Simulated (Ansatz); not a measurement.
Base system: BN in the h-BN type structure (space group P6_3/mmc, No. 194; a = 2.506 Å, c = 6.616 Å; layered, stacked along the Cartesian z axis).

Structures relaxed with PBE-D3(BJ), PAW, 420 eV (Ansatz, an electronic-structure program; no SOC), earlier PAW set.

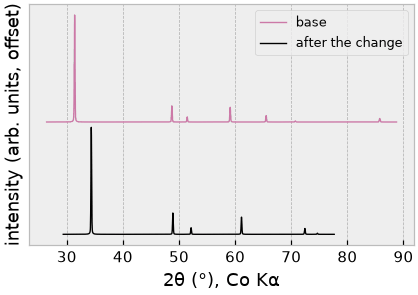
*Simulated powder patterns before (top) and after one change*

Task: Which change produced these results?
A. pressure 45 GPa
B. pressure 1.8 GPa
C. pressure 18 GPa
D. pressure 4.2 GPa

Result: D, pressure 4.2 GPa. Its volume per atom is 8.18 Å³ against 8.99 Å³, and its space group is P6_3/mmc (No. 194).

From pressure 18 GPa on, the axis ratios lie over 15 % from the base's, so the cell there is far from its starting form. Load acts through the strain it causes; cell and atoms are relaxed under it. Whether these cells are dynamically stable was not tested. Competing high-pressure phases were not computed.
